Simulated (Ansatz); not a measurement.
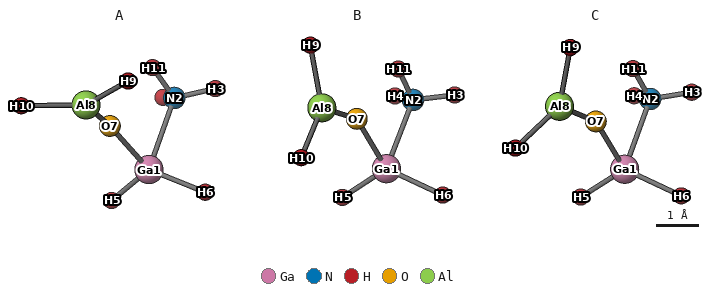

3 geometries from a converged minimum-energy path of GaAlNH7O, shuffled. Style: ball-and-stick. Shown from a free direction.

Computed with RKS PBE/def2-SVP in Ansatz 0.2.0. Settings: 7 movable images; climbing image; force threshold 0.05 eV/Å; iteration limit 60; starting path through a guess of the saddle point.

### Which frame is the transition state?

A. In order along the path, whose images run from 0 to 8: B (image 0, 0.0 kJ/mol), C (image 1, +1.5 kJ/mol), A (image 3, +7.5 kJ/mol). No bond forms or breaks between the ends. Among the angles between lasting bonds that change up to the highest image: Ga1–O7–Al8 148.2° → 156.3°, Ga1–N2–H11 97.8° → 100.7°.

Cost: 6.1 min on 2 threads of Arm Neoverse V1, on a shared host, peak memory 0.16 GiB.
